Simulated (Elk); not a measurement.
Band structure of Sr₃Cr (Pm-3m, 4 atoms in the cell).

```xyz
4
Lattice="5.5451 0.0000 0.0000 0.0000 5.5451 0.0000 0.0000 0.0000 5.5451" Properties=species:S:1:pos:R:3 pbc="T T T"
Sr     0.0000     2.7726     2.7726
Sr     2.7726     0.0000     2.7726
Sr     2.7726     2.7726     0.0000
Cr     0.0000     0.0000     0.0000
```
Moments meant for the start (each program seeds them in its own way; μB, in the order of the atoms Sr Sr Sr Cr): 0.0 0.0 0.0 3.0.

Method of the run: PBEsol, all-electron FP-LAPW, Elk's shipped species files, default APW+lo basis in Elk 10.2.4.

Settings: xctype = 22; spinpol = true; stype = 0; swidth = 0.00999582 Ha; ngridk = 5 5 5; reducebf = 0.5; maxscl = 100; bfcmt = [[0.0, 0.0, 0.0], [0.0, 0.0, 0.0], [0.0, 0.0, 0.0], [0.0, 0.0, -0.75]].

The starting cell comes from a database of computed structures (which also holds hypothetical and non-ambient phases and stackings), without a prior relaxation at this level. Its lattice was rescaled by a random factor within 2.5 % of one. With one magnetic atom in the cell only a parallel order is possible. Values depend on the basis (sphere radii, cutoffs, local orbitals), which need not be converged.

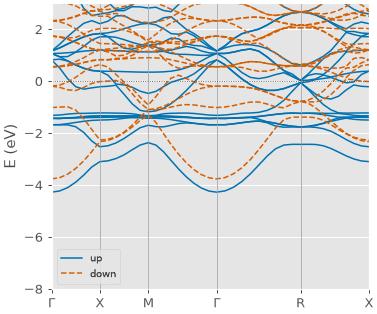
*Bands along the path, energies from the Fermi level.*

Levels in eV from the Fermi level, bands 21 to 28 of the first spin channel:
```json
[
 {"point": "Γ", "21": "-1.43", "22": "-1.43", "23": "-1.31", "24": "0.82", "25": "0.82", "26": "1.07", "27": "1.07", "28": "1.07"},
 {"point": "X", "21": "-1.34", "22": "-1.34", "23": "-1.22", "24": "-0.21", "25": "0.39", "26": "0.39", "27": "1.20", "28": "1.71"},
 {"point": "M", "21": "-1.34", "22": "-1.33", "23": "-1.33", "24": "-1.18", "25": "-0.47", "26": "0.35", "27": "1.13", "28": "1.38"},
 {"point": "R", "21": "-1.24", "22": "-1.24", "23": "-0.06", "24": "-0.06", "25": "-0.06", "26": "0.03", "27": "0.03", "28": "0.03"}
]
```

Bands cross the Fermi level along this path, so the cell is metallic at this level.

The net moment of the cell came out as 5.11 μB.
